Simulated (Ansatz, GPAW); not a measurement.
# SrVS3 (model structure): optical spectrum from first principles, part 3 of 3

Aim: the dielectric function of SrVS3 (model structure), and the optical constants that follow from it. The structure is a model built here, which may or may not match a known phase. It was built so: All O replaced by S in the Pm-3m structure of SrVO3. The cell is first relaxed with Ansatz.

GPAW 26.7.0; DFT, PBE, plane-wave PAW (GPAW data sets), scalar-relativistic, RPA, optical limit.

So far. Step 3 (Ground state): There are states at the Fermi level within the smearing, so the occupations stay smeared and the carriers get a Drude term.

## 5. Dielectric function, RPA

Transitions between filled and empty bands, summed over the zone, give the optical response, so mesh, band count and broadening shape it.

The induced potential is part of this response.

This step: DFT, PBE, plane-wave PAW (GPAW data sets), scalar-relativistic, RPA, optical limit (GPAW 26.7.0).

df.py

```python
from gpaw.response.df import DielectricFunction

df = DielectricFunction('full.gpw', frequencies={'type': 'nonlinear', 'domega0': 0.03, 'omega2': 8},
                        ecut=50,
                        eta=0.1,
                        nbands=56,
                        rate=0.1,
                        txt='df.txt')
for direction in ['x']:
    df.get_dielectric_function(xc='RPA', direction=direction, filename=f'df_{direction}.csv')
```

Run with:

```sh
OMP_NUM_THREADS=1 python df.py
```

Output:

```text
Using integrator: PointIntegrator
NonLinearFrequencyDescriptor(from 0.000 to 87.150 eV, 528 points)
Nonperiodic BCs:  [False False False]
Using integrator: PointIntegrator
NonLinearFrequencyDescriptor(from 0.000 to 87.150 eV, 528 points)
Nonperiodic BCs:  [False False False]
Using integrator: PointIntegrator

Calculating chi0 body with:
    Ground state adapter containing:
    Number of spins: 2
    Number of kpoints: 512
    Number of irreducible kpoints: 35
    Number of completely occupied states: 17
    Number of partially occupied states: 25

    Linear response parametrization:
    q_c: [0.0, 0.0, 0.0]
    Number of frequency points: 528
    Planewave cutoff: 50.0
    Number of bands: 56
    Number of planewaves: 81
    Broadening (eta): 0.1

Integrating chi0 body.

Symmetries of q_c:
    Direct symmetries (Uq -> q): 48
    Indirect symmetries (TUq -> q): 0
In total 48 allowed symmetries.

35 groups of equivalent kpoints. 93.1640625% reduction.

Integral kind: spectral function

Calculating chi0 optical extensions with:
    Ground state adapter containing:
    Number of spins: 2
    Number of kpoints: 512
    Number of irreducible kpoints: 35
    Number of completely occupied states: 17
    Number of partially occupied states: 25

    Linear response parametrization:
    Number of frequency points: 528
    Planewave cutoff: 50.0
    Number of bands: 56
    Number of planewaves: 81
    Broadening (eta): 0.1
Integrating chi0 head and wings.

Symmetries of q_c:
    Direct symmetries (Uq -> q): 48
    Indirect symmetries (TUq -> q): 0
In total 48 allowed symmetries.

35 groups of equivalent kpoints. 93.1640625% reduction.

Integral kind: spectral function wings

Calculating drude chi0 with:
    Number of frequency points:528
    Plasma frequency decay rate: 0.1 eV

    Ground state adapter containing:
    Number of spins: 2
    Number of kpoints: 512
    Number of irreducible kpoints: 35
    Number of completely occupied states: 17
    Number of partially occupied states: 25

Symmetries of q_c:
    Direct symmetries (Uq -> q): 48
    Indirect symmetries (TUq -> q): 0
In total 48 allowed symmetries.

35 groups of equivalent kpoints. 93.1640625% reduction.

Integral kind: intraband
Plasma frequency:
[[3.64-0.j 0.  +0.j 0.  +0.j]
 [0.  +0.j 3.64-0.j 0.  +0.j]
 [0.  +0.j 0.  +0.j 3.64-0.j]]
```

The job ended after 41 s (1 thread of Arm Neoverse V2, shared host; peak memory 0.45 GiB).

Sum at mesh points, not converged in k. Im ε, E ∥ x against photon energy; read off at these points:

```csv
photon energy (eV),"Im ε, E ∥ x"
1.0,19.9
1.2,21.1
2.0,11.0
3.0,4.08
4.0,3.11
5.0,6.80
6.0,4.19
7.0,3.05
8.0,3.85
9.0,3.35
10.0,2.72
11.0,2.37
12.0,1.72
13.0,1.27
14.0,1.18
15.0,1.09
16.0,1.13
17.0,0.888
18.0,0.877
```

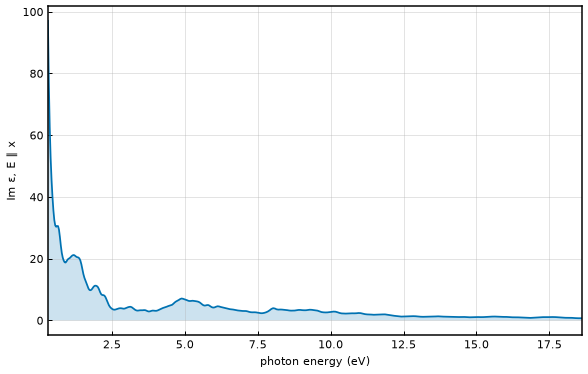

Im ε, E ∥ x, plotted against photon energy.

Values under 1 per cm are given as 1; sum at mesh points, not converged in k. Absorption coefficient, E ∥ x against photon energy:

```
photon energy (eV)  absorption coefficient, E ∥ x (1/cm)
              1.01                                 3.3e5
              1.99                                 5.5e5
              3.02                                 3.9e5
              3.98                                 3.3e5
              4.98                                 8.1e5
              6.02                                 8.4e5
              6.99                                 8.5e5
              8.03                                 9.8e5
              9.02                                 1.1e6
             10.03                                 1.2e6
             11.03                                 1.3e6
             12.02                                 1.3e6
             13.00                                 1.1e6
             14.04                                 1.0e6
             14.96                                 9.7e5
             16.03                                 1.1e6
             16.96                                 8.9e5
             18.05                                 1.1e6
```

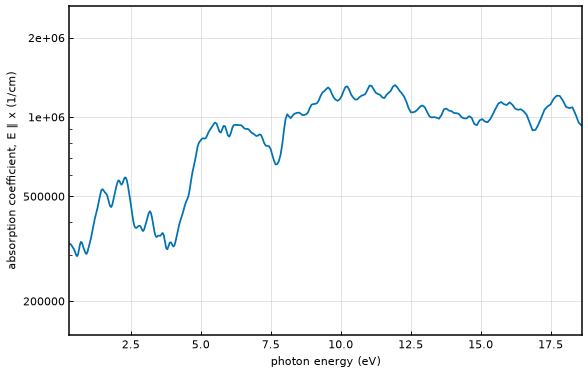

Absorption coefficient, E ∥ x, plotted against photon energy.

The loss function −Im 1/ε at q → 0, E ∥ x has structure finer than the step of the table below, so its rows give means over 1 eV, whole bins alone (the curve runs from 0.305 to 18.6 eV). Peaks (eV: height): 3.3: 0.282, 7.6: 0.384, 14.8: 0.934, 16.7: 1.12, 18.5: 1.30.

Sum at mesh points, not converged in k. Table of loss function −Im 1/ε at q → 0, E ∥ x by energy loss; means over each step:

```
energy loss (eV)  loss function −Im 1/ε at q → 0, E ∥ x
               1                                 0.0425
               2                                 0.0948
               3                                  0.249
               4                                  0.169
               5                                  0.137
               6                                  0.222
               7                                  0.327
               8                                  0.286
               9                                  0.298
              10                                  0.375
              11                                  0.458
              12                                  0.591
              13                                  0.793
              14                                  0.832
              15                                  0.852
              16                                  0.879
              17                                  0.948
              18                                   1.08
```

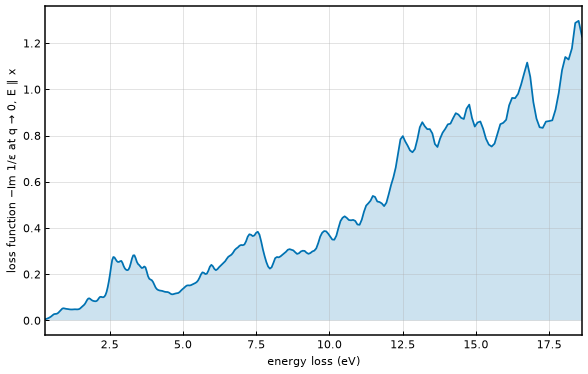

Loss function −Im 1/ε at q → 0, E ∥ x against energy loss.

Sum at mesh points, not converged in k. Reflectivity at normal incidence, E ∥ x against photon energy; read off at these points:

```csv
photon energy (eV),"reflectivity at normal incidence, E ∥ x (%)"
1.0,53.9
1.5,60.2
2.0,51.4
2.4,53.7
3.0,23.2
4.0,16.4
5.0,31.2
5.5,33.2
6.0,26.7
7.0,22.7
8.0,21.1
9.0,23.1
9.5,27.1
10.0,23.0
11.0,25.0
12.0,26.9
13.0,19.4
14.0,15.3
15.0,11.3
16.0,13.8
17.0,8.34
18.0,13.8
```

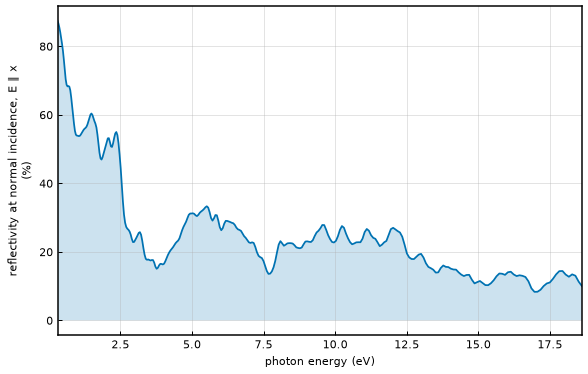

Reflectivity at normal incidence, E ∥ x, plotted against photon energy.

Sum at mesh points, not converged in k. Im ε, E ∥ x against photon energy; read off at these points:

```
photon energy (eV)  without local fields  with local fields
               1.0                  20.6               19.9
               1.2                  22.0               21.1
               2.0                  11.3               11.0
               3.0                  4.08               4.08
               4.0                  3.14               3.11
               5.0                  7.44               6.80
               6.0                  5.20               4.19
               7.0                  3.78               3.05
               8.0                  5.32               3.85
               9.0                  4.08               3.35
              10.0                  3.73               2.72
              11.0                  2.87               2.37
              12.0                  2.00               1.72
              13.0                  1.79               1.27
              14.0                  1.59               1.18
              15.0                  1.14               1.09
              16.0                 0.644               1.13
              17.0                 0.595              0.888
              18.0                 0.340              0.877
```

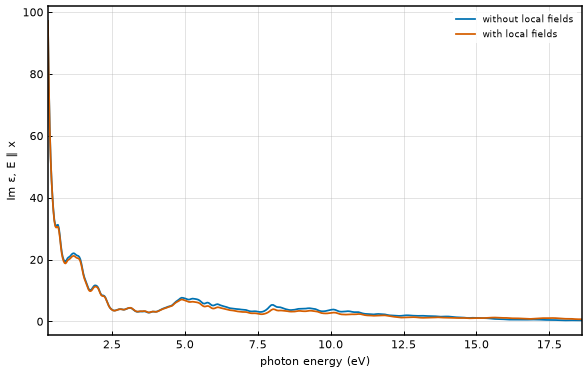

Im ε, E ∥ x, plotted against photon energy.

From ε follow the optical constants at some laser and lamp lines:

```csv
wavelength (nm),n,k,R (%),1/α
1064,3.22,3.283,54.9,26 nm
633,2.09,2.684,50.1,19 nm
532,1.29,2.475,54.7,17 nm
450,1.42,1.374,26.6,26 nm
365,1.56,1.023,17.9,28 nm
308,1.97,0.790,16.6,31 nm
248,2.11,1.612,31.2,12 nm
```

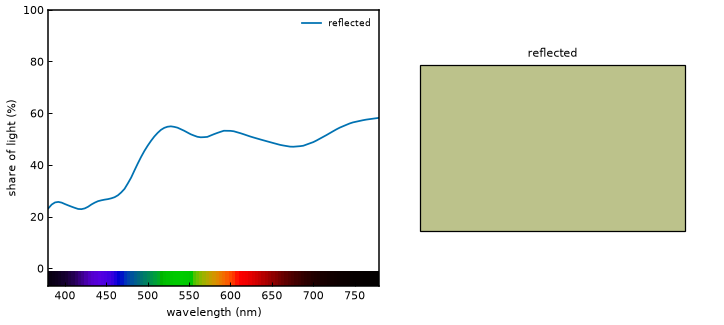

Light reflected across the visible range, with the colour that it makes of daylight (sRGB).

A polished face would reflect 51 % of daylight and look yellow-green (CIE x = 0.350, y = 0.400 under D65).

## 6. Results

At this level (PBE, RPA) SrVS3 is a metal. The mesh is too coarse to trust the carriers' weight, the reflectivity or the colour to better than tens of per cent. The cell grew by 7.0 % in volume. A polished face would reflect 51 % of daylight and look yellow-green (CIE x = 0.350, y = 0.400 under D65). The carriers' damping of 0.1 eV is typed, not computed; it shapes the response at the lowest energies. The magnetic state comes from one start and need not be the lowest. The curves end at 19 eV, about where the summed bands run out. In this version of GPAW the matrix elements of the optical limit are incomplete, which can lower ε − 1 by up to a tenth where first-row anions or d states rule, and shift it by more in d metals. GPAW's carrier term has the form −ωp²/(ω + i·rate)², which damps like twice the rate and fails at low energy, so the curves leave the lowest energies out. The sum runs over mesh points 0.17 Å⁻¹ apart with no interpolation, so peaks are partly noise of the mesh, and the Drude plasma energy, a sum over the Fermi surface, isn't converged.

[Machine, clock and banner lines and Python warnings are left out of the logs.]

[Logs are printed without paths, hosts, clocks, repeated set-up lines and the standing remarks that a program may print on its own settings, such as how far it seeks lower states.]

[Hosts, paths, dates, database ids (printed as entryN), source tags and the programs' standing remarks are cut or masked in the printed files.]
